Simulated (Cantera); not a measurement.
Feed: 1 mol SiF4, 0.47 mol N2, at 6.30 mbar.

Method: chemical equilibrium by Gibbs-energy minimisation in Cantera with the NASA 1993 tables (ideal gas, pure condensed phases). Candidate condensed phases: Si, Si3N4; 16 gas species. The tables' values for SiF3 are old estimates; treat these amounts as uncertain. The numbers say what is thermodynamically allowed, not how fast it happens.

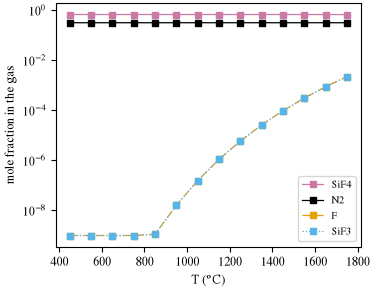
Equilibrium gas composition (values under 1e-9 drawn at 1e-9)

From 450 °C to 1750 °C nothing is condensed. The main Si-bearing gas is SiF4 throughout.
